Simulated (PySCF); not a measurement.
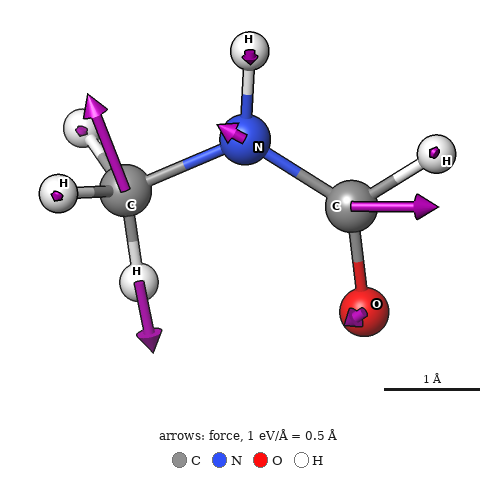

Starting geometry of C$_{2}$H$_{5}$NO with the computed forces as purple arrows. A ball-and-stick model, seen at a tilt.

The start comes from GFN2-xTB. Its atoms were then displaced at random by about 0.01 Å.

Theory: PBE0-D3(BJ)/def2-SVP geometry optimisation, gas phase in PySCF. 

Question: What follows when this structure is relaxed?

Answer: It isn't relaxed: the largest force vector, on a C atom, is 2.27 eV/Å. The final displacements follow the starting forces only in part (cosine between the two patterns 0.71). The atom that moves furthest after the best rigid fit is a C atom (0.034 Å). By element the largest moves are C 0.034 Å, H 0.029 Å, O 0.016 Å, N 0.004 Å. Some distances before and after: C–H 1.054 → 1.098 Å, C–N 1.331 → 1.356 Å, C–N 1.431 → 1.439 Å, C–H 1.124 → 1.117 Å. Bond angles that change, for instance: O–C–H 119.8° → 122.7°, N–C–O 128.3° → 125.5°, N–C–H 109.5° → 107.3°. The energy falls by 1.97 kcal/mol in 7 geometry steps. Cost: 13 s on 1 thread of Arm Neoverse V2 (shared host).
